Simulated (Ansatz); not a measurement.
```sh
ansatz run in.yaml --threads 2 --pin off --events-out ev --progress --plain --max-ram 4352MiB
```

```yaml
crystal:
  periodic: [false, false, false]
  atoms:
    - {symbol: C, position_ang: [-0.643794, -0.733322, -1.025996]}
    - {symbol: Al, position_ang: [0.928420, -1.195348, 0.075058]}
    - {symbol: Cl, position_ang: [0.502963, 1.628567, 1.400242]}
    - {symbol: H, position_ang: [-0.998855, -1.377866, -1.836486]}
    - {symbol: H, position_ang: [-1.304559, 0.130611, -0.919353]}
    - {symbol: H, position_ang: [1.496330, 1.351839, 2.160367]}
basis:
  gaussian: {orbitals: def2-TZVPP}
magnetization: {spin_polarized: true, initial_magnetization: 1}
hamiltonian: {xc: pbe, dispersion: d4}
```

Work out the structure from the coordinates.

It has 6 atoms: 1 carbon, 3 hydrogen, 1 aluminium and 1 chlorine (CH₃AlCl). Judged by distances it falls into 2 fragments: CH2Al, HCl. It is an open-shell species. Coordination: 1 C trigonal planar.

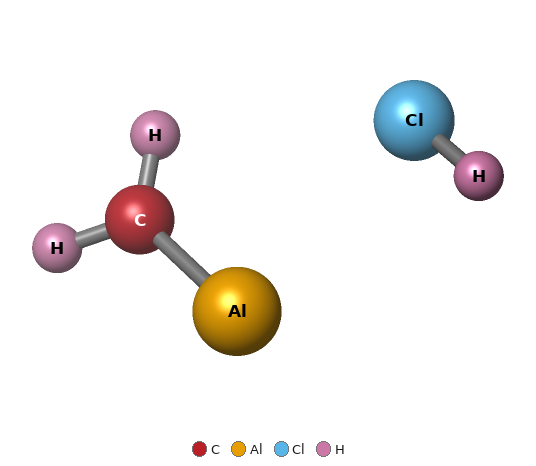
